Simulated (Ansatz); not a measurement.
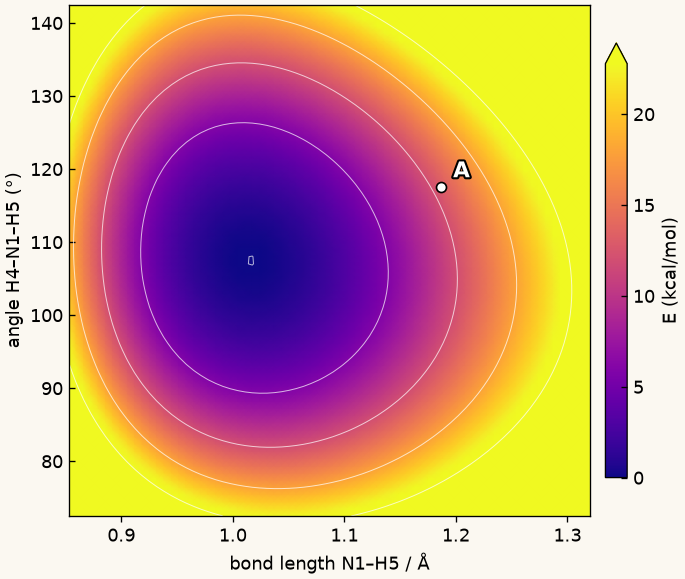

CuFH₃N, SMILES [NH3+][Cu-][F]. The first coordinate is: bond length N1–H5; the second: angle H4–N1–H5. Nothing is relaxed (all other coordinates rigid). Grid: 15 × 15 points. All energies are given in kcal/mol relative to the lowest grid point. The calculation used Ansatz, RKS PBE0-D4/def2-TZVP.

In the figure: a smooth colour map with a few white contour lines, one colour for all values above the top of the scale, the point A. Between grid points the surface is interpolated.

Is A at rest? If not, where is it pushed?

Answer. A, at bond length N1–H5 = 1.187 Å, angle H4–N1–H5 = 117.5°, is not a stationary point. The computed force is 108 kcal/mol for each Å towards smaller values of bond length N1–H5 and 0.4 kcal/mol for each degree towards smaller values of angle H4–N1–H5.
